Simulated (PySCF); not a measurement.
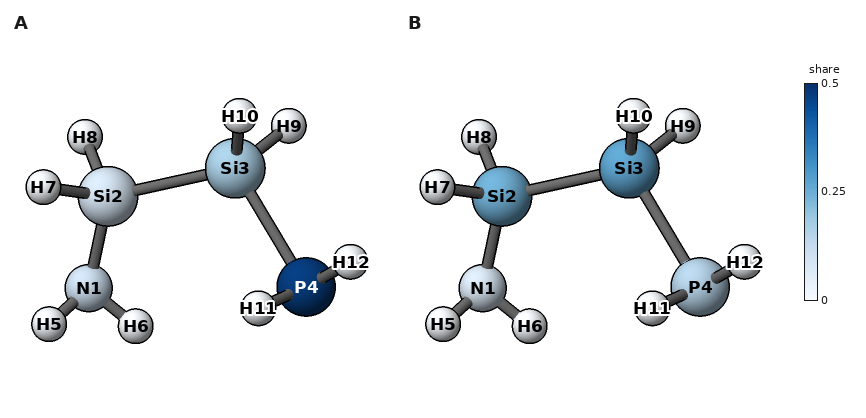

Each panel colours the atoms by their Löwdin share in one orbital (up to four of the largest shares; other atoms are shown as zero). Geometry: a frame of a GFN2-xTB molecular-dynamics simulation, not a minimum. Method: PBE0/def2-SVPD (PySCF 2.14.0).

**The panels show the HOMO, LUMO, in some order. Which is which?**

A: HOMO, −7.44 eV; P4 0.47, Si3 0.17, N1 0.10, Si2 0.08
B: LUMO, −0.92 eV; Si3 0.27, Si2 0.24, P4 0.15, N1 0.07
